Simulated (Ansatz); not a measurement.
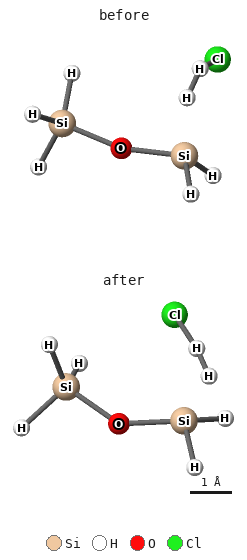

The structure of Si$_{2}$H$_{7}$OCl before (top) and after (bottom) a constrained relaxation, at one scale.

Style: ball-and-stick. Shown at a tilt.

The reaction that was planned forms Si1–Cl8, H2–H7 and breaks Si1–H2, H7–Cl8 (atoms numbered from 1 in input order).

Method: RKS PBE0-D4/def2-SVP (Ansatz). Set-up: held fixed: the distance between atoms 1 (Si) and 8 (Cl), the distance between atoms 2 (H) and 7 (H), the distance between atoms 1 (Si) and 2 (H), the distance between atoms 7 (H) and 8 (Cl), counting from 1; force threshold 0.04 eV/Å; at most 150 steps.

Describe what moved and what it gained.

Answer. Over 14 accepted moves (15 points after the start) the energy falls by 50.0 kJ/mol. Largest force component: 0.7 eV/Å at the start, 0.02 eV/Å at the end. The line search rejected the trial step at point 12 of the run. The Cl atom moves most after the best rigid fit: 1.14 Å. By element the largest moves are Cl 1.14 Å, H 1.02 Å, O 0.27 Å, Si 0.15 Å. Near-neighbour distances that change, for instance: Cl–Si 4.121 → 3.205 Å, H–Si 2.269 → 1.961 Å, O–Si 1.637 → 1.691 Å, H–Si 1.457 → 1.486 Å. Bond angles that change, for instance: Si–O–Si 164.1° → 142.4°, O–Si–H 109.2° → 123.2°, O–Si–H 110.1° → 104.6°.
